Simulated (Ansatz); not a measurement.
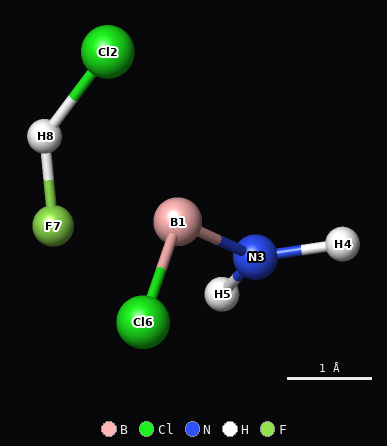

The starting structure (ball-and-stick view, seen at a tilt; atoms are numbered from 1 in the order of the input).

Geometry relaxation, with input and output: BNH3Cl2F (part 1 of 2)

The run: geometry relaxation of BNH3Cl2F. Method and program: RHF/cc-pVDZ (Ansatz 0.2.0).

The input holds or restrains some coordinates. Forces given for the steps count only the free coordinates. It belongs to a series of runs on one base structure; here: pulled along the bonds that form and break, towards end B. Figures and captions count atoms from 1; the log counts them from 0 in places.

### What the program printed
```
The last accepted step is kept in [file] (removed where the run ends without a failure and the disk answers)
Engine: ansatz 0.2.0, x86_64-unknown-linux-gnu
Functional definition: HF
  exchange = exact_x
  correlation = 0
1023 factors; integrals over basis functions are off by at most 3.0e-4 eV
mean field evaluation 1: about -29911.2168 eV, gradient 3.5e1 eV
mean field evaluation 2: about -29911.3563 eV, gradient 3.5e1 eV
mean field evaluation 4: about -29914.2726 eV, gradient 2.7e0 eV
mean field evaluation 8: about -29914.3147 eV, gradient 2.2e-1 eV
mean field -29914.31488260 eV, -1099.3307952846 hartree, gradient 4.1e-5 eV, S^2 0.000000; 0 other end points of the search recorded, 0 dependent functions left out
the calculation of the forces begins
reference -29914.31488260 eV, -1099.3307952846 hartree; 29, 29 occupied and 64, 64 virtual orbitals, 1023 factors
relax step   1: F+E_penalty+E_count = -29914.31488260 eV  Δ(F+E_penalty+E_count) = +0.000e0 eV  max|allowed force component| = 4.427e0 eV/Å  E_restraint = 27.97102413 eV  max|allowed force component, restraints' pulls added| = 3.460e1 eV/Å  Δτ_max = 0.0000 Å  (38 SCF iters, accepted)
  distance B 0 - F 6 = 1.6199 Å
  distance H 7 - Cl 1 = 1.3647 Å
  distance B 0 - Cl 1 = 2.2100 Å
  distance H 7 - F 6 = 1.0942 Å
these checks for a lower state are left out or cut short: starts, cluster_reference, orbital_swaps, neighbouring_geometries, increment
1023 factors; integrals over basis functions are off by at most 4.4e-4 eV
mean field evaluation 16: about -29915.9796 eV, gradient 1.0e0 eV
mean field -29915.98216445 eV, -1099.3920667626 hartree, gradient 7.6e-6 eV, S^2 0.000000; 0 other end points of the search recorded, 0 dependent functions left out
the calculation of the forces begins
reference -29915.98216445 eV, -1099.3920667626 hartree; 29, 29 occupied and 64, 64 virtual orbitals, 1023 factors
relax step   2: F+E_penalty+E_count = -29915.98216445 eV  Δ(F+E_penalty+E_count) = -1.667e0 eV  max|allowed force component| = 4.740e0 eV/Å  E_restraint = 12.22297372 eV  max|allowed force component, restraints' pulls added| = 2.380e1 eV/Å  Δτ_max = 0.1950 Å  (43 SCF iters, accepted)
  distance B 0 - F 6 = 1.5289 Å
  distance H 7 - Cl 1 = 1.3895 Å
  distance B 0 - Cl 1 = 2.5695 Å
  distance H 7 - F 6 = 1.3918 Å
these checks for a lower state are left out or cut short: starts, cluster_reference, orbital_swaps, neighbouring_geometries, increment
1023 factors; integrals over basis functions are off by at most 4.6e-4 eV
mean field -29917.39688389 eV, -1099.4440567432 hartree, gradient 2.6e-5 eV, S^2 0.000000; 0 other end points of the search recorded, 0 dependent functions left out
the calculation of the forces begins
reference -29917.39688389 eV, -1099.4440567432 hartree; 29, 29 occupied and 64, 64 virtual orbitals, 1023 factors
relax step   3: F+E_penalty+E_count = -29917.39688389 eV  Δ(F+E_penalty+E_count) = -1.415e0 eV  max|allowed force component| = 3.081e0 eV/Å  E_restraint = 2.61497487 eV  max|allowed force component, restraints' pulls added| = 1.100e1 eV/Å  Δτ_max = 0.1940 Å  (35 SCF iters, accepted)
  distance B 0 - F 6 = 1.3906 Å
  distance H 7 - Cl 1 = 1.3311 Å
  distance B 0 - Cl 1 = 2.8635 Å
  distance H 7 - F 6 = 1.7605 Å
these checks for a lower state are left out or cut short: starts, cluster_reference, orbital_swaps, neighbouring_geometries, increment
1023 factors; integrals over basis functions are off by at most 6.3e-4 eV
mean field evaluation 32: about -29917.4372 eV, gradient 1.2e1 eV
mean field -29918.16538309 eV, -1099.4722985677 hartree, gradient 5.6e-6 eV, S^2 0.000000; 0 other end points of the search recorded, 0 dependent functions left out
the calculation of the forces begins
reference -29918.16538309 eV, -1099.4722985677 hartree; 29, 29 occupied and 64, 64 virtual orbitals, 1023 factors
relax step   4: F+E_penalty+E_count = -29918.16538309 eV  Δ(F+E_penalty+E_count) = -7.685e-1 eV  max|allowed force component| = 1.945e0 eV/Å  E_restraint = 0.08777145 eV  max|allowed force component, restraints' pulls added| = 2.461e0 eV/Å  Δτ_max = 0.1945 Å  (36 SCF iters, accepted)
  distance B 0 - F 6 = 1.3129 Å
  distance H 7 - Cl 1 = 1.3137 Å
  distance B 0 - Cl 1 = 3.0659 Å
  distance H 7 - F 6 = 2.0690 Å
these checks for a lower state are left out or cut short: starts, cluster_reference, orbital_swaps, neighbouring_geometries, increment
1024 factors; integrals over basis functions are off by at most 6.7e-4 eV
mean field -29918.56398440 eV, -1099.4869468957 hartree, gradient 6.4e-6 eV, S^2 0.000000; 0 other end points of the search recorded, 0 dependent functions left out
the calculation of the forces begins
reference -29918.56398440 eV, -1099.4869468957 hartree; 29, 29 occupied and 64, 64 virtual orbitals, 1024 factors
relax step   5: F+E_penalty+E_count = -29918.56398440 eV  Δ(F+E_penalty+E_count) = -3.986e-1 eV  max|allowed force component| = 1.657e0 eV/Å  E_restraint = 0.05831995 eV  max|allowed force component, restraints' pulls added| = 1.939e0 eV/Å  Δτ_max = 0.1947 Å  (35 SCF iters, accepted)
  distance B 0 - F 6 = 1.3592 Å
  distance H 7 - Cl 1 = 1.3345 Å
  distance B 0 - Cl 1 = 3.0924 Å
  distance H 7 - F 6 = 2.1270 Å
these checks for a lower state are left out or cut short: starts, cluster_reference, orbital_swaps, neighbouring_geometries, increment
1024 factors; integrals over basis functions are off by at most 6.4e-4 eV
mean field -29918.69042039 eV, -1099.4915933327 hartree, gradient 6.7e-6 eV, S^2 0.000000; 0 other end points of the search recorded, 0 dependent functions left out
the calculation of the forces begins
reference -29918.69042039 eV, -1099.4915933327 hartree; 29, 29 occupied and 64, 64 virtual orbitals, 1024 factors
relax step   6: F+E_penalty+E_count = -29918.69042039 eV  Δ(F+E_penalty+E_count) = -1.264e-1 eV  max|allowed force component| = 1.751e0 eV/Å  E_restraint = 0.05559436 eV  max|allowed force component, restraints' pulls added| = 1.751e0 eV/Å  Δτ_max = 0.1849 Å  (36 SCF iters, accepted)
  distance B 0 - F 6 = 1.3484 Å
  distance H 7 - Cl 1 = 1.3367 Å
  distance B 0 - Cl 1 = 3.0877 Å
  distance H 7 - F 6 = 2.1520 Å
these checks for a lower state are left out or cut short: starts, cluster_reference, orbital_swaps, neighbouring_geometries, increment
1025 factors; integrals over basis functions are off by at most 6.3e-4 eV
mean field evaluation 64: about -29918.8045 eV, gradient 2.6e-5 eV
mean field -29918.80453546 eV, -1099.4957869842 hartree, gradient 6.2e-6 eV, S^2 0.000000; 0 other end points of the search recorded, 0 dependent functions left out
the calculation of the forces begins
reference -29918.80453546 eV, -1099.4957869842 hartree; 29, 29 occupied and 64, 64 virtual orbitals, 1025 factors
relax step   7: F+E_penalty+E_count = -29918.80453546 eV  Δ(F+E_penalty+E_count) = -1.141e-1 eV  max|allowed force component| = 1.382e0 eV/Å  E_restraint = 0.03203183 eV  max|allowed force component, restraints' pulls added| = 4.184e-1 eV/Å  Δτ_max = 0.2000 Å  (35 SCF iters, accepted)
  distance B 0 - F 6 = 1.3294 Å
  distance H 7 - Cl 1 = 1.3257 Å
  distance B 0 - Cl 1 = 3.0683 Å
  distance H 7 - F 6 = 2.1237 Å
these checks for a lower state are left out or cut short: starts, cluster_reference, orbital_swaps, neighbouring_geometries, increment
1023 factors; integrals over basis functions are off by at most 6.3e-4 eV
mean field -29918.83707657 eV, -1099.4969828477 hartree, gradient 6.3e-6 eV, S^2 0.000000; 0 other end points of the search recorded, 0 dependent functions left out
the calculation of the forces begins
reference -29918.83707657 eV, -1099.4969828477 hartree; 29, 29 occupied and 64, 64 virtual orbitals, 1023 factors
relax step   8: F+E_penalty+E_count = -29918.83707657 eV  Δ(F+E_penalty+E_count) = -3.254e-2 eV  max|allowed force component| = 1.204e0 eV/Å  E_restraint = 0.03907765 eV  max|allowed force component, restraints' pulls added| = 3.546e-1 eV/Å  Δτ_max = 0.1688 Å  (36 SCF iters, accepted)
  distance B 0 - F 6 = 1.3322 Å
  distance H 7 - Cl 1 = 1.3216 Å
  distance B 0 - Cl 1 = 3.0698 Å
  distance H 7 - F 6 = 2.1237 Å
these checks for a lower state are left out or cut short: starts, cluster_reference, orbital_swaps, neighbouring_geometries, increment
1023 factors; integrals over basis functions are off by at most 6.5e-4 eV
mean field -29918.84443687 eV, -1099.4972533337 hartree, gradient 6.9e-6 eV, S^2 0.000000; 0 other end points of the search recorded, 0 dependent functions left out
the calculation of the forces begins
reference -29918.84443687 eV, -1099.4972533337 hartree; 29, 29 occupied and 64, 64 virtual orbitals, 1023 factors
relax step   9: F+E_penalty+E_count = -29918.84443687 eV  Δ(F+E_penalty+E_count) = -7.360e-3 eV  max|allowed force component| = 1.289e0 eV/Å  E_restraint = 0.03818787 eV  max|allowed force component, restraints' pulls added| = 3.728e-2 eV/Å  Δτ_max = 0.0537 Å  (36 SCF iters, accepted)
  distance B 0 - F 6 = 1.3314 Å
  distance H 7 - Cl 1 = 1.3231 Å
  distance B 0 - Cl 1 = 3.0741 Å
  distance H 7 - F 6 = 2.1235 Å
1023 factors; integrals over basis functions are off by at most 6.5e-4 eV
mean field evaluation 96: about -29916.1404 eV, gradient 3.5e1 eV
```

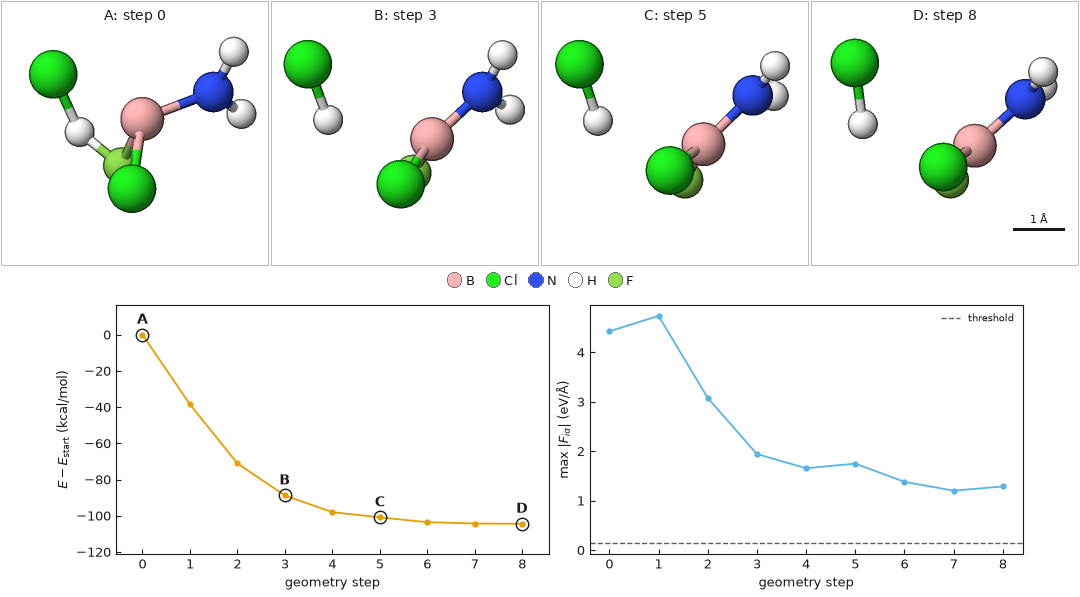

Frames of the restrained relaxation (ball-and-stick view, seen at a tilt) above the curves, on which the letters mark them (the first geometry is step 0 here and step 1 in the log).

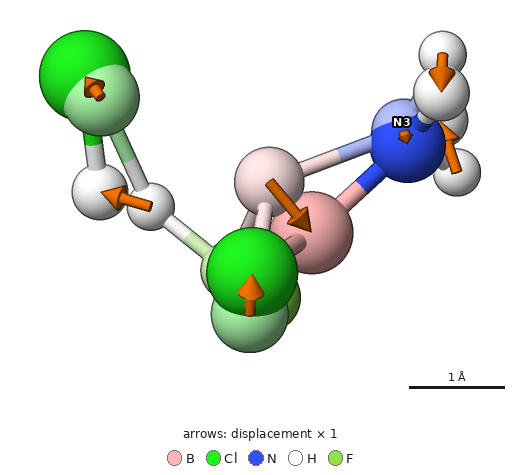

Start (faint) and end (solid) with the displacements as orange arrows, at true length (ball-and-stick view, seen at a tilt). The two geometries are laid on each other by the best rigid fit. Over 8 geometry steps the energy falls by 104.5 kcal/mol. The largest force component goes from 4.4 to 1.3 eV/Å. The largest move after the best rigid fit is that of B1, 0.71 Å. Largest moves by element: B 0.71 Å, H 0.59 Å, Cl 0.50 Å, F 0.48 Å, N 0.15 Å. Distances before and after: F7–H8 1.094 → 2.123 Å, B1–F7 1.620 → 1.331 Å, B1–N3 1.550 → 1.380 Å, B1–Cl6 1.860 → 1.778 Å. Among the angles that change: Cl6–B1–F7 92.8° → 117.0°, N3–B1–F7 105.4° → 121.1°, H4–N3–H5 120.0° → 115.2°. (Atoms are counted from 1 in the order of the input.)

```
mean field -29918.84443687 eV, -1099.4972533337 hartree, gradient 7.0e-6 eV, S^2 0.000000; 1 other end points of the search recorded, 0 dependent functions left out
the calculation of the forces begins
reference -29918.84443687 eV, -1099.4972533337 hartree; 29, 29 occupied and 64, 64 virtual orbitals, 1023 factors
Total energy: -29918.84443687 eV, -1099.4972533337 hartree
Atom 0 at     0.000768     0.494588    -0.513662 Å, force    -0.000102    -0.260745    -0.599099 eV/Å
Atom 1 at     0.129444    -0.015198     2.515160 Å, force    -0.438430     1.188867    -0.006398 eV/Å
Atom 2 at     1.263348     0.070520    -0.873170 Å, force     0.037142    -0.015288     0.003442 eV/Å
Atom 3 at     1.432544    -0.829282    -1.268965 Å, force    -0.004764     0.021307    -0.003781 eV/Å
Atom 4 at     2.082021     0.596384    -0.646844 Å, force    -0.011301     0.001910     0.007823 eV/Å
Atom 5 at    -1.449833    -0.464660    -0.882732 Å, force    -0.012410    -0.017457     0.001887 eV/Å
Atom 6 at    -0.189590     1.685988     0.049434 Å, force    -0.021893     0.369924     0.039680 eV/Å
Atom 7 at    -0.294603     1.169559     2.106479 Å, force     0.451758    -1.288519     0.556446 eV/Å
Dipole moment:     0.519526     0.075270    -0.186157 e Å
```
